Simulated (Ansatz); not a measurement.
# CH$_{4}$FGaN$_{2}$O: what the fields show

```xyz
10

N     0.0238   -1.4003    0.9696
C     0.0276   -0.4190   -0.0493
F    -0.4092   -1.0588   -1.1770
N    -0.7850    0.7240    0.2471
Ga    0.5597    1.8389   -0.2498
O     1.2628    0.1535   -0.3411
H     0.5993   -2.1828    0.6899
H     0.3989   -1.0129    1.8216
H    -1.7666    0.6078    0.4183
H     1.0486    3.2744   -0.4356
```

Theory: Ansatz, RKS BHLYP/def2-SVP.

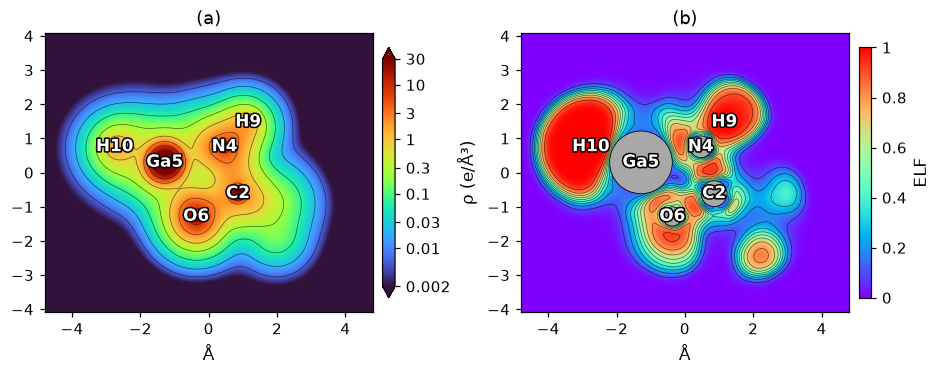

Figure 1. (a) total electron density; (b) ELF on the plane of atoms C2, O6 and Ga5. Grey discs cover the atomic cores in the ELF map.

Q: Interpret the plot.

A: The section cuts through C, N, Ga, O and H sites. C–O (1.39 Å): ρ is about 2.3 e/Å³ halfway, with its minimum of 2 e/Å³ about 0.5 Å from C; the ELF peaks at about 0.90 between the atoms (a polar covalent bond). C–N (1.43 Å): ρ is about 2.1 e/Å³ halfway; the ELF peaks at about 0.95 between the atoms; a covalent bond. Ga–N (1.82 Å): ρ is about 0.89 e/Å³ halfway; the ELF peaks at about 0.85 in the valence shell of N, 0.6 Å from its nucleus, and is about 0.30 at the midpoint. Ga–O (1.83 Å): ρ at the midpoint is about 0.83 e/Å³; the ELF peaks at about 0.85 in the valence shell of O, 0.6 Å from its nucleus, and is about 0.25 at the midpoint. C–Ga (2.33 Å): the density is about 0.41 e/Å³ at the midpoint; the ELF is about 0.10 at the midpoint. The ELF also peaks beside O6, away from the bonds: lone-pair regions.

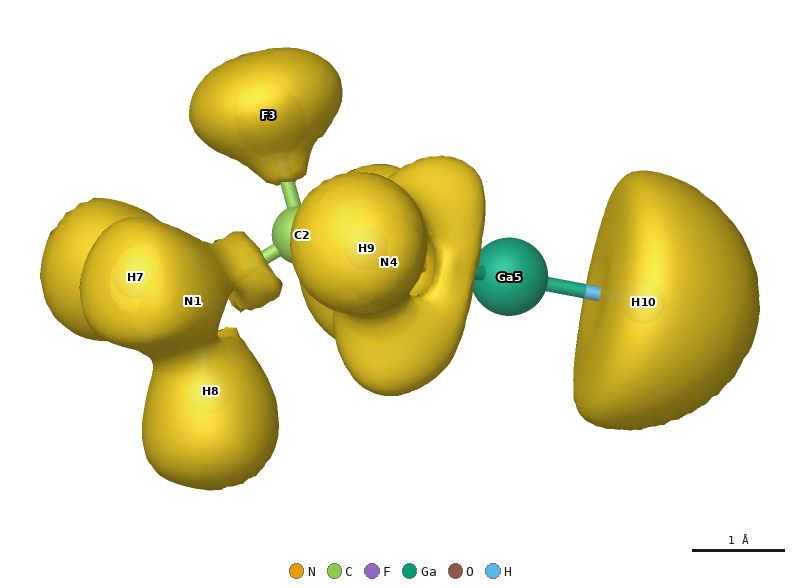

Figure 2. Isosurface of the ELF at 0.75 (yellow), seen from one side. Core shells and regions of very low density are left out.

Q: Identify the bonds, lone pairs and shells in this picture.

A: The surface consists of one region around a hydrogen nucleus, one region on F in which the atom's valence shell and bonds are merged, one region on O in which the atom's valence shell and bonds are merged and two joined regions spread over several atoms (H, N), in which their bonds and any lone pairs are merged.


C–F (1.37 Å): the ELF peaks at about 0.85 between the atoms (a shared but strongly polarised pair).

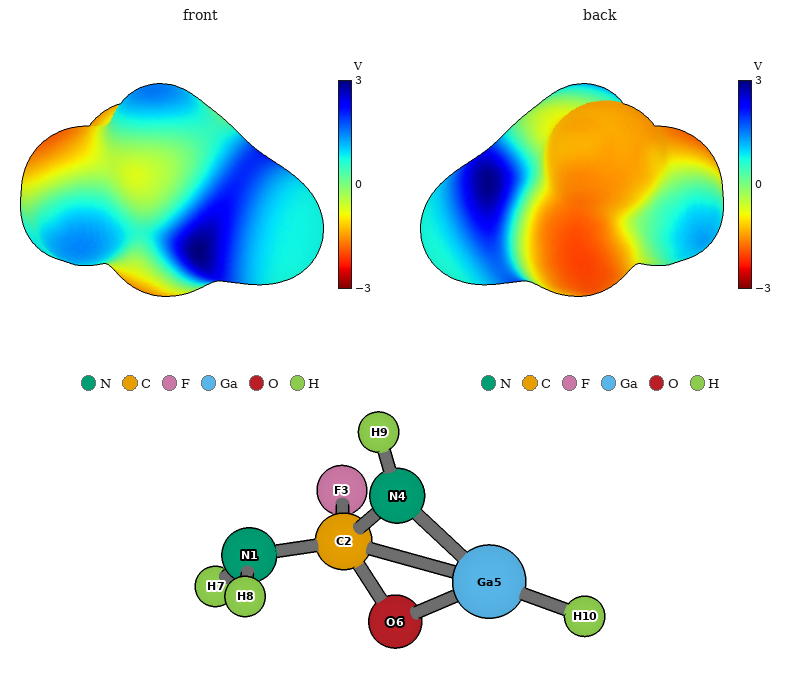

Figure 3. The molecular electrostatic potential painted on the density surface at 0.002 e/bohr³, seen from the front and from behind; red is negative and blue positive. The bare structure is drawn below in the same view.

Q: Describe the electrostatic potential map.

A: The most negative region (about −2.0 V, or −46 kcal/mol for a unit charge) lies over O6, the most positive (about +2.9 V, or +67 kcal/mol for a unit charge) over Ga5. O6 is the likeliest acceptor of a hydrogen bond.
